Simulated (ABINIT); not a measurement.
# K2Pt (Fm-3m): G0W0 with ABINIT, start to end, part 2 of 3

Aim: the G0W0 gap of K2Pt (Fm-3m) on LDA, step by step.

ABINIT 10.8.3; LDA and many-body steps on it, plane waves. Known limits of the many-body steps: not at the basis limit; no spin polarisation; d states lean on the start; no spin-orbit coupling; coarse k mesh.

So far. Step 2 (Ground state): The gap is indirect, with the least direct gap 0.07 eV higher.

### 3. Bands along the symmetry lines

Level of this step: DFT, LDA, plane waves, norm-conserving pseudopotentials (ABINIT).

Levels along a band path, at the cheap level, show where the edges lie and whether the meshes to come will hold them.

run.abi reads:

```
acell 3*1.0 Angstrom
rprim 
  -0.000000000000 3.781463140000 3.781463140000
  3.781463140000 -0.000000000000 3.781463140000
  3.781463140000 3.781463140000 -0.000000000000
ntypat 2
znucl 19 78
natom 3
typat 1 1 2
xred 
  0.750000000000 0.750000000000 0.750000000000
  0.250000000000 0.250000000000 0.250000000000
  0.000000000000 0.000000000000 0.000000000000
pp_dirpath "pseudos"
pseudos "K.upf, Pt.upf"
ecut 34
iscf -2
irdden 1
kptopt 0
nkpt 50
kpt 
  0.00000000 0.00000000 0.00000000
  0.06250000 0.00000000 0.06250000
  0.12500000 0.00000000 0.12500000
  0.18750000 0.00000000 0.18750000
  0.25000000 0.00000000 0.25000000
  0.31250000 0.00000000 0.31250000
  0.37500000 0.00000000 0.37500000
  0.43750000 0.00000000 0.43750000
  0.50000000 0.00000000 0.50000000
  0.51562500 0.03125000 0.51562500
  0.53125000 0.06250000 0.53125000
  0.54687500 0.09375000 0.54687500
  0.56250000 0.12500000 0.56250000
  0.57812500 0.15625000 0.57812500
  0.59375000 0.18750000 0.59375000
  0.60937500 0.21875000 0.60937500
  0.62500000 0.25000000 0.62500000
  0.37500000 0.37500000 0.75000000
  0.32812500 0.32812500 0.65625000
  0.28125000 0.28125000 0.56250000
  0.23437500 0.23437500 0.46875000
  0.18750000 0.18750000 0.37500000
  0.14062500 0.14062500 0.28125000
  0.09375000 0.09375000 0.18750000
  0.04687500 0.04687500 0.09375000
  0.00000000 0.00000000 0.00000000
  0.06250000 0.06250000 0.06250000
  0.12500000 0.12500000 0.12500000
  0.18750000 0.18750000 0.18750000
  0.25000000 0.25000000 0.25000000
  0.31250000 0.31250000 0.31250000
  0.37500000 0.37500000 0.37500000
  0.43750000 0.43750000 0.43750000
  0.50000000 0.50000000 0.50000000
  0.50000000 0.46875000 0.53125000
  0.50000000 0.43750000 0.56250000
  0.50000000 0.40625000 0.59375000
  0.50000000 0.37500000 0.62500000
  0.50000000 0.34375000 0.65625000
  0.50000000 0.31250000 0.68750000
  0.50000000 0.28125000 0.71875000
  0.50000000 0.25000000 0.75000000
  0.50000000 0.21875000 0.71875000
  0.50000000 0.18750000 0.68750000
  0.50000000 0.15625000 0.65625000
  0.50000000 0.12500000 0.62500000
  0.50000000 0.09375000 0.59375000
  0.50000000 0.06250000 0.56250000
  0.50000000 0.03125000 0.53125000
  0.50000000 0.00000000 0.50000000
istwfk *1
nband 25
nbdbuf 2
tolwfr 1e-08
nstep 40
prtwf 0
prtvol 0
indata_prefix "in"
outdata_prefix "out"
tmpdata_prefix "tmp"
```

Started as:

```console
$ OMP_NUM_THREADS=1 mpirun -n 4 abinit run.abi > log
```

Numbers of over 12 decimals in the logs are rounded to 6 here.

Output:

```text
.Version 10.8.3 of ABINIT. v10.8.2 released Aug 2026.

 Symmetries : space group Fm -3 m (#225); Bravais cF (face-center cubic)
[... echo of the input left out ...]
== DATASET  1 ==================================================================
-   mpi_nproc: 4, omp_nthreads: 1 (-1 if OMP is not activated)

--- !DatasetInfo
iteration_state: {dtset: 1, }
dimensions: {natom: 3, nkpt: 50, mband: 25, nsppol: 1, nspinor: 1, nspden: 1, mpw: 6939, }
cutoff_energies: {ecut:  34.0, pawecutdg:  -1.0, }
electrons: {nelect:   3.60000000E+01, charge:   0.00000000E+00, occopt:   1.00000000E+00, tsmear:   1.00000000E-02, }

 Real(R)+Recip(G) space primitive vectors, cartesian coordinates (Bohr,Bohr^-1):
 R(1)=  0.0000000  7.1459297  7.1459297  G(1)= -0.0699699  0.0699699  0.0699699
 R(2)=  7.1459297  0.0000000  7.1459297  G(2)=  0.0699699 -0.0699699  0.0699699
 R(3)=  7.1459297  7.1459297  0.0000000  G(3)=  0.0699699  0.0699699 -0.0699699
 Unit cell volume ucvol=  7.2980395E+02 bohr^3
 Angles (23,13,12)=  6.00000000E+01  6.00000000E+01  6.00000000E+01 degrees

 getcut: wavevector=  0.0000  0.0000  0.0000  ngfft=  54  54  54
         ecut(hartree)=     34.000   => boxcut(ratio)=   2.03641

--- Pseudopotential description ------------------------------------------------
- K Generated using ONCVPSP code by D. R. Hamann
- 19.00000   9.00000  180309                  znucl, zion, pspdat
12 -1012 2 -1 2170                            pspcod,pspxc,lmax,lloc,mmax
     nproj     2     2     2     0
  pspatm : epsatm=    8.21740868
         --- l  ekb(1:nproj) -->
             0   10.940065    0.829722
             1    4.437415    0.568178
             2   -3.386874   -1.066382
 pspatm: atomic psp has been read  and splines computed

- Pt Generated using ONCVPSP code by D. R. Hamann
- 78.00000  18.00000  180309                  znucl, zion, pspdat
12 -1012 3 -1 1340                            pspcod,pspxc,lmax,lloc,mmax
     nproj     2     2     2     2
  pspatm : epsatm=   26.53268550
         --- l  ekb(1:nproj) -->
[...]
pspatm: atomic psp has been read  and splines computed

--------------------------------------------------------------------------------

================================================================================
 prteigrs : about to open file out_EIG
 Non-SCF case, kpt    1 (  0.00000  0.00000  0.00000), residuals and eigenvalues=
  3.84E-09  2.25E-09  3.52E-09  7.71E-09  9.94E-09  9.99E-09  2.91E-09  3.39E-09
  9.42E-09  4.57E-09  4.28E-09  7.59E-09  9.32E-09  4.43E-09  9.82E-09  3.67E-09
  6.17E-09  9.31E-09  4.42E-09  4.43E-09  8.07E-09  8.03E-09  5.93E-09  7.62E-09
  2.95E-05
 -3.4062E+00 -1.7186E+00 -1.7186E+00 -1.7186E+00 -9.7891E-01 -9.7635E-01
 -3.8366E-01 -3.8366E-01 -3.8366E-01 -3.7517E-01 -3.7517E-01 -3.7517E-01
  1.6478E-02  9.3984E-02  9.3984E-02  9.8946E-02  9.8946E-02  9.8946E-02
[...]
4.2795E-01
[...]
4.44E-04
[...]
Non-SCF case, kpt    3 (  0.12500  0.00000  0.12500), residuals and eigenvalues=
[...]
Non-SCF case, kpt   49 (  0.50000  0.03125  0.53125), residuals and eigenvalues=
[...]
Non-SCF case, kpt   50 (  0.50000  0.00000  0.50000), residuals and eigenvalues=
[...]
7.7426E-02  8.8570E-02  8.8625E-02  9.9097E-02  9.9097E-02  1.0135E-01
  1.5654E-01  2.3857E-01  2.5307E-01  2.5307E-01  3.1037E-01  3.1240E-01
[...]
--- !ResultsGS
iteration_state: {dtset: 1, }
comment   : Summary of ground state results
lattice_vectors:
- [ -0.0000000,   7.1459297,   7.1459297, ]
- [  7.1459297,  -0.0000000,   7.1459297, ]
- [  7.1459297,   7.1459297,  -0.0000000, ]
lattice_lengths: [  10.10587,   10.10587,   10.10587, ]
lattice_angles: [ 60.000,  60.000,  60.000, ] # degrees, (23, 13, 12)
lattice_volume:   7.2980395E+02
convergence: {deltae:  0.000E+00, res2:  0.000E+00, residm:  9.994E-09, diffor:  0.000E+00, }
etotal    :  -1.90512011E+02
entropy   :   0.00000000E+00
fermie    :   1.01352051E-01
cartesian_stress_tensor: null
pressure_GPa: null
xred      :
- [  7.5000E-01,   7.5000E-01,   7.5000E-01,  K]
- [  2.5000E-01,   2.5000E-01,   2.5000E-01,  K]
- [  0.0000E+00,   0.0000E+00,   0.0000E+00, Pt]
cartesian_forces: null
force_length_stats: {min: null, max: null, mean: null, }

 Integrated electronic density in atomic spheres:
 ------------------------------------------------
 Atom  Sphere_radius  Integrated_density
[...]
================================================================================

 ----iterations are completed or convergence reached----

 Mean square residual over all n,k,spin=   63.901E-10; max=  99.940E-10
 reduced coordinates (array xred) for    3 atoms
[...]
0.250000000000      0.250000000000      0.250000000000
       0.000000000000      0.000000000000      0.000000000000

 cartesian coordinates (angstrom) at end:
    1      5.672195     5.672195     5.672195
    2      1.890732     1.890732     1.890732
    3      0.000000     0.000000     0.000000
 length scales=  1.889726125908  1.889726125908  1.889726125908 bohr
              =  1.000000000000  1.000000000000  1.000000000000 angstroms
 prteigrs : about to open file out_EIG
 Eigenvalues (hartree) for nkpt=  50  k points:
 kpt#   1, nband= 25, wtk=  1.00000, kpt=  0.0000  0.0000  0.0000 (reduced coord)
[...]
kpt#   2, nband= 25, wtk=  1.00000, kpt=  0.0625  0.0000  0.0625 (reduced coord)
[...]
kpt#   3, nband= 25, wtk=  1.00000, kpt=  0.1250  0.0000  0.1250 (reduced coord)
[...]
kpt#  49, nband= 25, wtk=  1.00000, kpt=  0.5000  0.0313  0.5313 (reduced coord)
[...]
0.35903
 kpt#  50, nband= 25, wtk=  1.00000, kpt=  0.5000  0.0000  0.5000 (reduced coord)
[...]
-0.38495   -0.37427   -0.37427   -0.37309    0.07743    0.08857    0.08862    0.09910
   0.09910    0.10135    0.15654    0.23857    0.25307    0.25307    0.31037    0.31240
   0.35937

== END DATASET(S) ==============================================================
================================================================================

 -outvars: echo values of variables after computation  --------
            nband          25
             nkpt          50
          spgroup         225
 [... the other variables as echoed above ...]

 Calculation completed.
```

Wall time 69 s (4 MPI ranks of Intel Xeon 6975P-C (Granite Rapids), shared host); peak memory 0.48 GiB; 4.6 min of CPU time.

This step gave:

```
gap                        : 1.306 eV
k of the valence top       : 0.5, 0, 0.5
k of the conduction bottom : 0.5, 0.5, 0.5
least direct gap           : 1.381 eV
```

The gap is 1.306 eV, as in the run before at this level.

The electronic bands at the labelled points (eV, zero at the top of the highest filled band):

```csv
point,band 15,band 16,band 17,band 18,band 19,band 20,band 21,band 22
Γ,-0.20,-0.07,-0.07,-0.07,3.47,3.47,3.47,5.50
X,-0.35,-0.06,-0.06,0.00,1.50,3.73,4.13,4.13
U,-0.27,-0.15,-0.07,-0.05,2.05,2.72,4.18,4.37
jump to K,-0.27,-0.15,-0.07,-0.05,2.05,2.72,4.18,4.37
Γ,-0.20,-0.07,-0.07,-0.07,3.47,3.47,3.47,5.50
L,-0.15,-0.15,-0.07,-0.07,1.31,4.12,4.12,6.02
W,-0.24,-0.24,-0.06,-0.06,2.55,2.55,3.19,5.05
X,-0.35,-0.06,-0.06,0.00,1.50,3.73,4.13,4.13
```

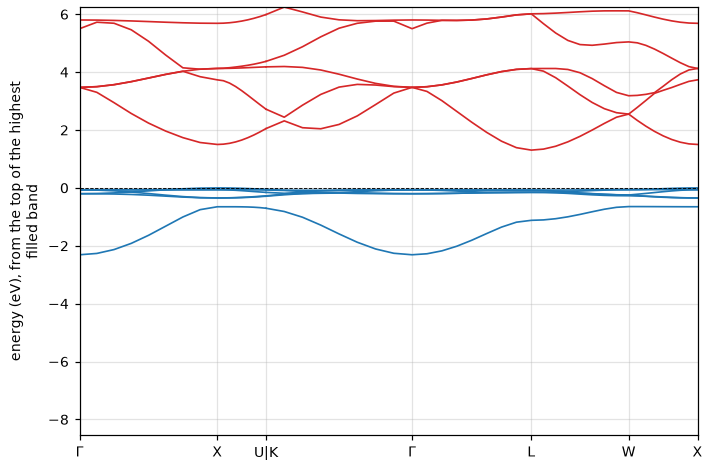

Electronic bands along the path; lines of filled and empty bands in two colours.

### 4. Empty states on the mesh, 2×2×2 mesh, 68 bands

The sums over transitions need many empty states on a uniform mesh; this step solves for them.

run.abi reads:

```
acell 3*1.0 Angstrom
rprim 
  -0.000000000000 3.781463140000 3.781463140000
  3.781463140000 -0.000000000000 3.781463140000
  3.781463140000 3.781463140000 -0.000000000000
ntypat 2
znucl 19 78
natom 3
typat 1 1 2
xred 
  0.750000000000 0.750000000000 0.750000000000
  0.250000000000 0.250000000000 0.250000000000
  0.000000000000 0.000000000000 0.000000000000
pp_dirpath "pseudos"
pseudos "K.upf, Pt.upf"
ecut 34
ngkpt 2 2 2
nshiftk 1
shiftk 0 0 0
kptopt 1
chksymbreak 0
iscf -2
irdden 1
istwfk *1
nband 68
nbdbuf 6
tolwfr 1e-09
nstep 60
prtvol 0
indata_prefix "in"
outdata_prefix "out"
tmpdata_prefix "tmp"
```

Output:

```text
.Version 10.8.3 of ABINIT. v10.8.2 released Aug 2026.

 Symmetries : space group Fm -3 m (#225); Bravais cF (face-center cubic)
[... echo of the input left out ...]
== DATASET  1 ==================================================================
-   mpi_nproc: 4, omp_nthreads: 1 (-1 if OMP is not activated)
-    --> not optimal distribution: autoparal keyword recommended in input file <--

--- !DatasetInfo
iteration_state: {dtset: 1, }
dimensions: {natom: 3, nkpt: 3, mband: 68, nsppol: 1, nspinor: 1, nspden: 1, mpw: 6934, }
cutoff_energies: {ecut:  34.0, pawecutdg:  -1.0, }
electrons: {nelect:   3.60000000E+01, charge:   0.00000000E+00, occopt:   1.00000000E+00, tsmear:   1.00000000E-02, }

 Real(R)+Recip(G) space primitive vectors, cartesian coordinates (Bohr,Bohr^-1):
 R(1)=  0.0000000  7.1459297  7.1459297  G(1)= -0.0699699  0.0699699  0.0699699
 R(2)=  7.1459297  0.0000000  7.1459297  G(2)=  0.0699699 -0.0699699  0.0699699
 R(3)=  7.1459297  7.1459297  0.0000000  G(3)=  0.0699699  0.0699699 -0.0699699
 Unit cell volume ucvol=  7.2980395E+02 bohr^3
 Angles (23,13,12)=  6.00000000E+01  6.00000000E+01  6.00000000E+01 degrees

 getcut: wavevector=  0.0000  0.0000  0.0000  ngfft=  54  54  54
         ecut(hartree)=     34.000   => boxcut(ratio)=   2.03641

--- Pseudopotential description ------------------------------------------------
- K Generated using ONCVPSP code by D. R. Hamann
- 19.00000   9.00000  180309                  znucl, zion, pspdat
12 -1012 2 -1 2170                            pspcod,pspxc,lmax,lloc,mmax
     nproj     2     2     2     0
  pspatm : epsatm=    8.21740868
         --- l  ekb(1:nproj) -->
             0   10.940065    0.829722
             1    4.437415    0.568178
             2   -3.386874   -1.066382
 pspatm: atomic psp has been read  and splines computed

- Pt Generated using ONCVPSP code by D. R. Hamann
- 78.00000  18.00000  180309                  znucl, zion, pspdat
12 -1012 3 -1 1340                            pspcod,pspxc,lmax,lloc,mmax
     nproj     2     2     2     2
  pspatm : epsatm=   26.53268550
         --- l  ekb(1:nproj) -->
[...]
pspatm: atomic psp has been read  and splines computed

--------------------------------------------------------------------------------

================================================================================
 prteigrs : about to open file out_EIG
 Non-SCF case, kpt    1 (  0.00000  0.00000  0.00000), residuals and eigenvalues=
  4.15E-10  2.22E-10  3.14E-10  7.32E-10  5.38E-10  1.55E-10  1.59E-10  5.28E-10
  7.95E-10  1.35E-10  3.42E-10  7.11E-10  8.53E-10  2.81E-10  7.96E-10  2.19E-10
  5.19E-10  9.26E-10  1.86E-10  5.25E-10  6.77E-10  6.40E-10  2.91E-10  6.26E-10
[...]
7.97E-10  8.34E-10  7.87E-10  3.85E-04
 -3.4062E+00 -1.7186E+00 -1.7186E+00 -1.7186E+00 -9.7891E-01 -9.7635E-01
 -3.8366E-01 -3.8366E-01 -3.8366E-01 -3.7517E-01 -3.7517E-01 -3.7517E-01
  1.6478E-02  9.3984E-02  9.3984E-02  9.8946E-02  9.8946E-02  9.8946E-02
[...]
1.0037E+00  1.0037E+00  1.0094E+00  1.0208E+00  1.0208E+00  1.0208E+00
  1.0354E+00  1.0354E+00  1.0354E+00  1.0479E+00  1.0479E+00  1.0479E+00
  1.0664E+00  1.2001E+00
 prteigrs : prtvol=0 or 1, do not print more k-points.

--- !ResultsGS
iteration_state: {dtset: 1, }
comment   : Summary of ground state results
lattice_vectors:
- [ -0.0000000,   7.1459297,   7.1459297, ]
- [  7.1459297,  -0.0000000,   7.1459297, ]
- [  7.1459297,   7.1459297,  -0.0000000, ]
lattice_lengths: [  10.10587,   10.10587,   10.10587, ]
lattice_angles: [ 60.000,  60.000,  60.000, ] # degrees, (23, 13, 12)
lattice_volume:   7.2980395E+02
convergence: {deltae:  0.000E+00, res2:  0.000E+00, residm:  9.929E-10, diffor:  0.000E+00, }
etotal    :  -1.90512011E+02
entropy   :   0.00000000E+00
fermie    :   1.01352051E-01
cartesian_stress_tensor: null
pressure_GPa: null
xred      :
- [  7.5000E-01,   7.5000E-01,   7.5000E-01,  K]
- [  2.5000E-01,   2.5000E-01,   2.5000E-01,  K]
- [  0.0000E+00,   0.0000E+00,   0.0000E+00, Pt]
cartesian_forces: null
force_length_stats: {min: null, max: null, mean: null, }

 Integrated electronic density in atomic spheres:
 ------------------------------------------------
 Atom  Sphere_radius  Integrated_density
[...]
================================================================================

 ----iterations are completed or convergence reached----

 Mean square residual over all n,k,spin=   48.884E-11; max=  99.293E-11
 reduced coordinates (array xred) for    3 atoms
[...]
0.250000000000      0.250000000000      0.250000000000
       0.000000000000      0.000000000000      0.000000000000

 cartesian coordinates (angstrom) at end:
    1      5.672195     5.672195     5.672195
    2      1.890732     1.890732     1.890732
    3      0.000000     0.000000     0.000000
 length scales=  1.889726125908  1.889726125908  1.889726125908 bohr
              =  1.000000000000  1.000000000000  1.000000000000 angstroms
 prteigrs : about to open file out_EIG
 Eigenvalues (hartree) for nkpt=   3  k points:
 kpt#   1, nband= 68, wtk=  0.12500, kpt=  0.0000  0.0000  0.0000 (reduced coord)
[...]
0.93076    0.93076    0.99027    0.99027    0.99027    1.00366    1.00366    1.00366
   1.00935    1.02075    1.02075    1.02075    1.03545    1.03545    1.03545    1.04793
   1.04793    1.04793    1.06641    1.20011
 prteigrs : prtvol=0 or 1, do not print more k-points.

== END DATASET(S) ==============================================================
================================================================================

 -outvars: echo values of variables after computation  --------
            nband          68
             nkpt           3
          spgroup         225
 [... the other variables as echoed above ...]

 Calculation completed.
```

Wall time 15 s (4 MPI ranks); peak memory 0.37 GiB; 59 s of CPU time.

This step gave:

```yaml
gap: 1.306 eV
k_of_the_valence_top: 0.5, 0.5, 0
k_of_the_conduction_bottom: 0.5, 0, 0
least_direct_gap: 1.381 eV
k_points_computed: 3
lowest_point_of_the_top_converged_band_above_the_valence_top: 25.42 eV
```

On this mesh the gap is 1.306 eV.

### 5. Screening, 2×2×2 mesh, 62 bands, screening to 87.1 eV

The RPA dielectric matrix is built and inverted for each q.

This step: RPA screening on LDA, plane waves, norm-conserving pseudopotentials.

run.abi: that of step 4 with these lines changed.

```diff
@@ -21,10 +21,11 @@
 chksymbreak 0
-iscf -2
-irdden 1
 istwfk *1
-nband 68
-nbdbuf 6
-tolwfr 1e-09
-nstep 60
-prtvol 0
+occopt 1
+irdwfk 1
+optdriver 3
+nband 62
+ecuteps 3.2
+inclvkb 2
+awtr 1
+symchi 1
 indata_prefix "in"
```

Output:

```text
.Version 10.8.3 of ABINIT. v10.8.2 released Aug 2026.

 Symmetries : space group Fm -3 m (#225); Bravais cF (face-center cubic)
[... echo of the input left out ...]
== DATASET  1 ==================================================================
-   mpi_nproc: 4, omp_nthreads: 1 (-1 if OMP is not activated)

--- !DatasetInfo
iteration_state: {dtset: 1, }
dimensions: {natom: 3, nkpt: 3, mband: 62, nsppol: 1, nspinor: 1, nspden: 1, mpw: 6934, }
cutoff_energies: {ecut:  34.0, pawecutdg:  -1.0, }
electrons: {nelect:   3.60000000E+01, charge:   0.00000000E+00, occopt:   1.00000000E+00, tsmear:   1.00000000E-02, }

 SCREENING: Calculation of the susceptibility and dielectric matrices

 Based on a program developped by R.W. Godby, V. Olevano, G. Onida, and L. Reining.
 Incorporated in ABINIT by V. Olevano, G.-M. Rignanese, and M. Torrent.
.Using double precision arithmetic ; gwpc =  8

[... cell and pseudopotentials left out ...]
--------------------------------------------------------------------------------

 ==== K-mesh for the wavefunctions ====
 Number of points in the irreducible wedge :     3
[... list of points left out ...]
 Together with 48 symmetry operations and time-reversal symmetry
 yields     8 points in the full Brillouin Zone.

 ==== Q-mesh for the screening function ====
 Number of points in the irreducible wedge :     3
[... list of points left out ...]
 Together with 48 symmetry operations and time-reversal symmetry
 yields     8 points in the full Brillouin Zone.

 setmesh: FFT mesh size selected  =    36x   36x   36
          total number of points  =        46656

 vcoul_init : cutoff-mode = AUXILIARY_FUNCTION
 q-points for optical limit:   1
     1)      0.000010    0.000020    0.000030

- screening: taking advantage of time-reversal symmetry
- Maximum band index for partially occupied states nbvw = 18
- Remaining bands to be divided among processors   nbcw = 44
- Number of bands treated by each node ~11

 Number of electrons calculated from density =   36.0000; Expected =   36.0000
 average of density, n =  0.049328
 r_s =    1.6915
 omega_plasma =   21.4242 [eV]

 calculating chi0 at frequencies [eV] :
  1    0.000000E+00    0.000000E+00
  2    0.000000E+00    2.142416E+01

--------------------------------------------------------------------------------
  q-point number  1        q = ( 0.000000, 0.000000, 0.000000) [r.l.u.]
--------------------------------------------------------------------------------
[... chi0 elements left out ...]
 For q-point:  0.000010 0.000020 0.000030
  dielectric constant =   8.9156
  dielectric constant without local fields =  13.4361

  Average fulfillment of the sum rule on Im[epsilon] for q-point    1 :     39.27  [%]
[... wings left out ...]
  q-point number  2        q = ( 0.500000, 0.000000, 0.000000) [r.l.u.]
--------------------------------------------------------------------------------
[... chi0 elements left out ...]
  Average fulfillment of the sum rule on Im[epsilon] for q-point    2 :     47.81  [%]

 [... 1 further q-points ...]
```

Run time: 9 s. Hardware: 4 MPI ranks; peak memory 0.81 GiB; 35 s of CPU time.

Numbers from this step:

- ε∞ with local fields, on this mesh, along the program's q direction: 8.916
- the same without local fields: 13.44
- plasma frequency: 21.42 eV
- plane waves in the screening matrix: 181

Local fields lower ε∞ by 34 %. On a Γ-centred mesh this coarse the value itself is usually too large, while a short band sum pulls it down.

(Part 2 of 3 ends here.)

[Paths, hosts, dates, memory and timing lines, banners, echoed tables and standing remarks are left out of the program output.]

[Logs are printed without paths, hosts, clocks, repeated set-up lines and the standing remarks that a program may print on its own settings, such as how far it seeks lower states.]

[Runs of the session that timed out or met a known fault of the program may be left out.]

[Hosts, paths, dates, database ids (printed as entryN), source tags and the programs' standing remarks are cut or masked in the printed files.]

[G0W0 gaps are taken among the corrected bands and points alone; a level outside them can change the order at an edge.]

[Where Ansatz stands beside ABINIT at settings called matched, ABINIT's density can come from a denser mesh and the files from another edition; pairs whose starting gaps differed by over 0.03 eV were left out, so agreement reads better than it is.]
